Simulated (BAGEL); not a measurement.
# singlet AlSiH4O+: a chain of runs

We compute a single-point energy (singlet AlSiH4O+, HF/cc-pVDZ), then a single-point energy (doublet AlSiH4O, NEVPT2(3,3)/cc-pVDZ), then the energy (doublet AlSiH4O, CASPT2(3,3)/cc-pVDZ) of AlH4OSi. 

Program for the calculation: BAGEL 1.2.2.

3 further runs of the same task are left out: 3 set aside as unsound or not needed.

### Step 1. The structure to begin with

AlSiH4O+ has 7 atoms, charge +1, and is taken as a singlet. As SMILES of the parent species, `[AlH][O][SiH3]`. The Si3–H7 distance was set to 1.711 Å, away from the relaxed value. That shape belongs to the parent species and isn't relaxed for this state.

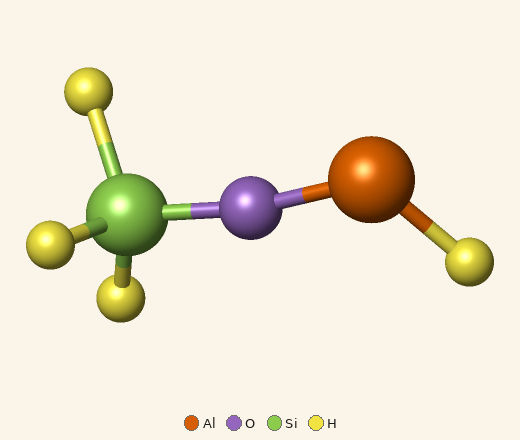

Viewed from a chosen angle; aluminium orange, oxygen purple, silicon green, hydrogen yellow.

### Step 2. A single-point energy at HF/cc-pVDZ (density fitting with svp-jkfit) (run 1)

Contents of hf.json:

```json
{ "bagel" : [

{
  "title" : "molecule",
  "basis" : "cc-pvdz.json",
  "df_basis" : "svp-jkfit",
  "angstrom" : true,
  "geometry" : [
    { "atom" : "Al", "xyz" : [      -1.821729,      -1.377314,      -0.247254 ] },
    { "atom" : "O", "xyz" : [      -0.581029,      -0.242214,      -0.093454 ] },
    { "atom" : "Si", "xyz" : [       0.692871,       0.693786,       0.289646 ] },
    { "atom" : "H", "xyz" : [      -2.758129,      -1.226414,      -1.546354 ] },
    { "atom" : "H", "xyz" : [       1.026371,       1.589986,      -0.848854 ] },
    { "atom" : "H", "xyz" : [       0.376871,       1.527586,       1.480046 ] },
    { "atom" : "H", "xyz" : [       2.057800,      -0.275200,       0.643500 ] }
  ]
},

{
  "title" : "hf",
  "charge" : 1
},

{
  "title" : "print",
  "file" : "orbitals.molden",
  "orbitals" : true
}

]}
```

The basis set cc-pVDZ is read from a file made from the Basis Set Exchange's data (not shown).

Command:

```bash
BAGEL_NUM_THREADS=1 BAGEL hf.json > hf.out
```

What it wrote:

```text
* using 1 threads per process

  ===============================================================
  ===============================================================

  *** Geometry ***

  { "atom" : "Al", "xyz" : [     -3.442569,     -2.602746,     -0.467242 ] },
  { "atom" : "O", "xyz" : [     -1.097986,     -0.457718,     -0.176602 ] },
  { "atom" : "Si", "xyz" : [      1.309336,      1.311066,      0.547352 ] },
  { "atom" : "H", "xyz" : [     -5.212108,     -2.317587,     -2.922186 ] },
  { "atom" : "H", "xyz" : [      1.939560,      3.004638,     -1.604102 ] },
  { "atom" : "H", "xyz" : [      0.712183,      2.886719,      2.796882 ] },
  { "atom" : "H", "xyz" : [      3.888678,     -0.520053,      1.216039 ] },

  Number of auxiliary basis functions:      405

  Since a DF basis is specified, we compute 2- and 3-index integrals:
    o Being stored without compression. Storage requirement is 0.016 GB

  Number of basis functions:       70
  Number of electrons      :       39

    * METHOD: MOLECULE                             0.18

  *** RHF ***

  === Nuclear Repulsion ===
   130.8108524021

      * DIIS with orbital gradients will be used.

  === RHF iteration (cc-pvdz.json) ===
      0       -607.55765809          0.01892965           0.04
      1       -607.64562540          0.01872085           0.04
      2       -607.78999299          0.00164092           0.04
[... 9 lines of this table left out ...]
     12       -607.79197275          0.00000000           0.04
    * SCF iteration converged.

    * Permanent dipole moment:
           (    2.619324,     2.595266,    -0.135717) a.u.

    * METHOD: HF                                   0.63

    * METHOD: PRINT                                0.01

  ===============================================================
```

It took 0.96 s on 1 thread of Arm Neoverse V1, shared host; peak memory 0.15 GiB.

### Step 3. Doublet neutral AlSiH4O: the energy at NEVPT2(3,3)/cc-pVDZ (density fitting with svp-jkfit) (run 2)

Contents of input.json:

```json
{ "bagel": [

{
  "title": "molecule",
  "basis": "cc-pvdz.json",
  "df_basis": "svp-jkfit",
  "angstrom": true,
  "geometry": [
    { "atom": "Al", "xyz": [   -1.821729,   -1.377314,   -0.247254 ] },
    { "atom": "O", "xyz": [   -0.581029,   -0.242214,   -0.093454 ] },
    { "atom": "Si", "xyz": [    0.692871,    0.693786,    0.289646 ] },
    { "atom": "H", "xyz": [   -2.758129,   -1.226414,   -1.546354 ] },
    { "atom": "H", "xyz": [    1.026371,    1.589986,   -0.848854 ] },
    { "atom": "H", "xyz": [    0.376871,    1.527586,    1.480046 ] },
    { "atom": "H", "xyz": [    2.057800,   -0.275200,    0.643500 ] }
  ]
},
{
  "title": "hf",
  "charge": 1
},
{
  "title": "casscf",
  "nstate": 1,
  "nact": 3,
  "nclosed": 18,
  "nspin": 1,
  "active": [19, 20, 25],
  "maxiter": 200,
  "natocc": true
},
{
  "title": "nevpt2",
  "nstate": 1,
  "nact": 3,
  "nclosed": 18,
  "nspin": 1,
  "active": [19, 20, 25],
  "maxiter": 200,
  "natocc": true,
  "ncore": 11
},
{
  "title": "print",
  "file": "orbitals.molden",
  "orbitals": true
}

]}
```

The basis set cc-pVDZ is read from a file made from the Basis Set Exchange's data (not shown).

Command:

```bash
BAGEL_NUM_THREADS=1 BAGEL input.json > input.out
```

What it wrote:

```text
* using 1 threads per process

  ===============================================================
  ===============================================================

  *** Geometry ***

[... 31 lines left out ...]
    * SCF iteration converged.
[... 1 line left out ...]
    * Permanent dipole moment:
[... 28 lines left out ...]
    * Second-order optimization converged. *
[... 11 lines left out ...]
     * ci vector, state   0, <S^2> = 0.7500
[... 3 lines left out ...]
    * METHOD: CASSCF                               2.26

    * freezing 11 orbitals

  === DF-NEVPT2 calculation ===

    * 3-index integral transformation done
    * assembly done

      NEVPT2 correlation energy:   -0.3152208585      0.08

          (+0)     -0.2678055855
          (+0)'    -0.0051245130
          (+1)     -0.0117028011
          (+1)'    -0.0000243490
          (+2)     -0.0002175876
          (-1)     -0.0216589352
          (-1)'    -0.0000344976
          (-2)     -0.0086525895

      NEVPT2 total energy:       -608.4117701955

    * METHOD: NEVPT2                               0.17

    * METHOD: PRINT                                0.02

  ===============================================================
```

Run time: 3.6 s. Hardware: 1 thread of Arm Neoverse V1, shared host; peak memory 0.15 GiB.

### Step 4. Doublet neutral AlSiH4O: the energy at CASPT2(3,3)/cc-pVDZ (density fitting with svp-jkfit) (run 3)

Contents of calc.json:

```json
{ "bagel" : [

{
  "title" : "molecule",
  "basis" : "cc-pvdz.json",
  "df_basis" : "svp-jkfit",
  "angstrom" : "true",
  "geometry" : [
    { "atom" : "Al", "xyz" : [   -1.821729,   -1.377314,   -0.247254 ] },
    { "atom" : "O", "xyz" : [   -0.581029,   -0.242214,   -0.093454 ] },
    { "atom" : "Si", "xyz" : [    0.692871,    0.693786,    0.289646 ] },
    { "atom" : "H", "xyz" : [   -2.758129,   -1.226414,   -1.546354 ] },
    { "atom" : "H", "xyz" : [    1.026371,    1.589986,   -0.848854 ] },
    { "atom" : "H", "xyz" : [    0.376871,    1.527586,    1.480046 ] },
    { "atom" : "H", "xyz" : [    2.057800,   -0.275200,    0.643500 ] }
  ]
},
{
  "title" : "hf",
  "charge" : 1
},
{
  "title" : "casscf",
  "nstate" : 1,
  "nact" : 3,
  "nclosed" : 18,
  "nspin" : 1,
  "active" : [19, 20, 25],
  "maxiter" : 200,
  "natocc" : "true"
},
{
  "title" : "print",
  "file" : "orbitals.molden",
  "orbitals" : "true"
},
{
  "title" : "smith",
  "method" : "caspt2",
  "ms" : "true",
  "xms" : "true",
  "sssr" : "true",
  "shift" : 0.2,
  "shift_imag" : "true",
  "ncore" : 11
}

]}
```

The basis set cc-pVDZ is read from a file made from the Basis Set Exchange's data (not shown).

Command:

```bash
BAGEL_NUM_THREADS=1 BAGEL calc.json > calc.out
```

What it wrote:

```text
* using 1 threads per process

  ===============================================================
  ===============================================================

  *** Geometry ***

[... 33 lines left out ...]
    * Permanent dipole moment:
[... 40 lines left out ...]
     * ci vector, state   0, <S^2> = 0.7500
[... 21 lines left out ...]
       #      aibj      arbs      arbi      airj      risj      airs      arst      rist         Etot      error   time
[... 9 lines left out ...]
      ------------------------------------------------------------------------------------------------------------------

    * CASPT2 energy : state  0     -608.4179961843
        w/o shift correction       -608.4160830492
        reference weight              0.9015250504

    * METHOD: SMITH                                0.31

  ===============================================================
```

Run time: 3.6 s. Hardware: 1 thread of Arm Neoverse V1, shared host; peak memory 0.15 GiB.

### Step 5. What came out

| quantity | value |
| --- | --- |
| run 1, HF/cc-pVDZ: total energy | -607.79197 Eh |
| run 1, HF/cc-pVDZ: HOMO energy | -15.47 eV |
| run 1, HF/cc-pVDZ: LUMO energy | -7.24 eV |
| run 1, HF/cc-pVDZ: HOMO–LUMO gap | 8.23 eV |
| doublet neutral AlSiH4O, run 2: total energy | -608.41177 Eh |
| doublet neutral AlSiH4O, run 3: total energy | -608.41800 Eh |
